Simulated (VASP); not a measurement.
Band structure of Tc (hcp). Level of theory: vdW-DF-cx, VASP's PBE PAW potentials (set 64) (plane waves; VASP).

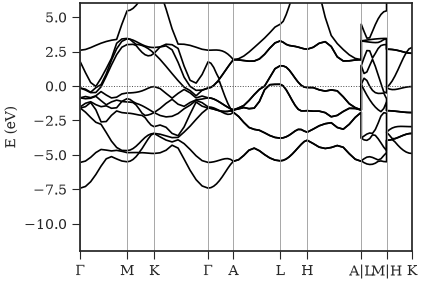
*Bands along high-symmetry lines, zero at the valence-band maximum or, without a gap, the Fermi level*

Q: Read the plot: is there a gap, and where are the band edges?

A: It has no gap at this level: it comes out as a metal or semimetal. (Edges off the drawn lines would not show.)

The compound is Tc in the hcp structure. It was relaxed first.
